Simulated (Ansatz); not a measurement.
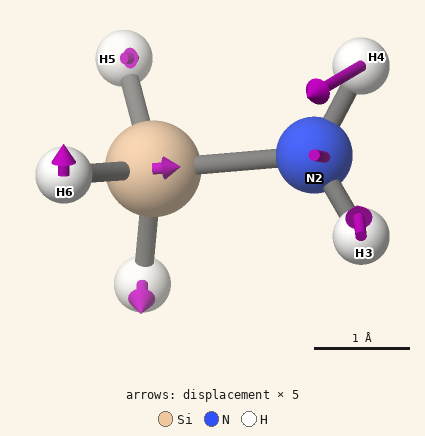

A relaxation of SiNH₅. The starting structure is drawn; purple arrows show the displacements, magnified 5 times. The two geometries are superimposed by the best rigid fit.

Style: ball-and-stick. Shown at a tilt.

The run prepares the start of a later molecular dynamics calculation, from a guessed geometry.

All numbers below come from Ansatz 0.2.0, RKS B3LYP-D4/def2-SVP. Settings: no spin polarisation; force threshold 0.02 eV/Å; at most 40 steps.

Question: Which element moves most?

Answer: Hydrogen: up to 0.25 Å, against 0.18 Å for nitrogen.

Question: Describe the change and its energy.

Answer: After 7 accepted moves (8 points after the start) the energy has fallen by 7.07 kcal/mol. The largest force component goes from 2.8 to 0.0096 eV/Å. The line search rejected the trial step at point 5 of the run. The forces were under the threshold at step 6, but the run went on from there. An H atom moves most after the best rigid fit: 0.25 Å. Largest moves by element: H 0.25 Å, N 0.18 Å, Si 0.06 Å. Near-neighbour distances that change, for instance: N–Si 1.820 → 1.737 Å, H–N 1.060 → 1.016 Å, H–Si 1.459 → 1.501 Å. Bond angles that change, for instance: H–N–H 120.0° → 110.1°, N–Si–H 109.5° → 116.5°, H–Si–H 109.5° → 107.0°. Cost: 12 s on 1 thread of Arm Neoverse V1, on a shared host, peak memory 0.11 GiB.
